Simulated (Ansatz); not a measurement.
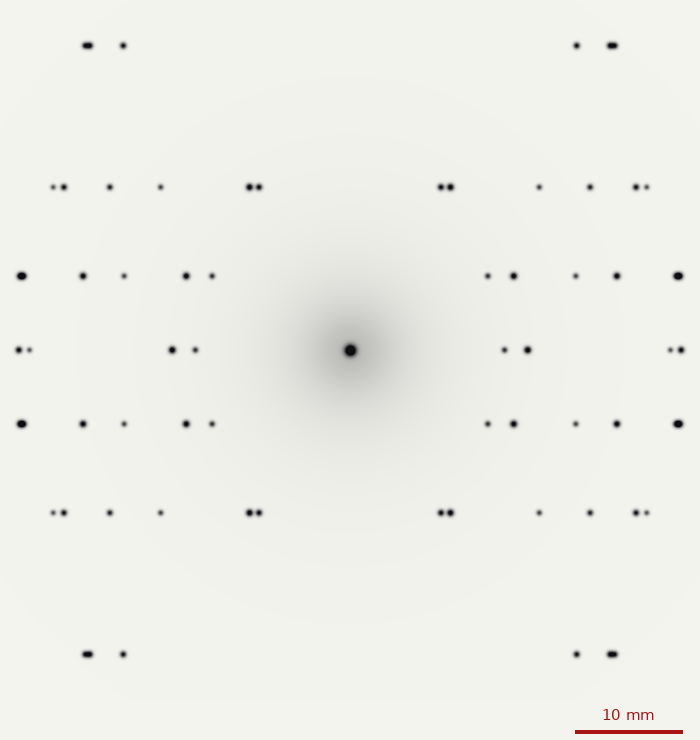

Simulated X-ray rotation photograph: Cu Kα radiation (λ = 1.5418 Å), cylindrical film of radius 28.65 mm unrolled, rotation axis vertical and normal to the beam, kinematic intensities without Lorentz or polarisation factors, the film spanning ±63° about the beam; spots down to d = 1.48 Å.

### What lattice repeat along the rotation axis do the layer lines give?

The first layer line lies 6.9 mm from the equator, so tan ν = 0.243, sin ν = 0.236 and the period is λ/sin ν = 6.54 Å. Further lines follow at 15.3, 28.7 mm.

The crystal is Y, space group P6_3/mmc (No. 194), a = 3.543 Å, c = 5.498 Å (hexagonal axes). Structure: the geometry relaxed with DFT LDA, scalar-relativistic, plane waves, PAW (Ansatz).

### About which axis was it rotated?

About [101] (or an equivalent direction), whose length in the conventional cell is 6.541 Å.
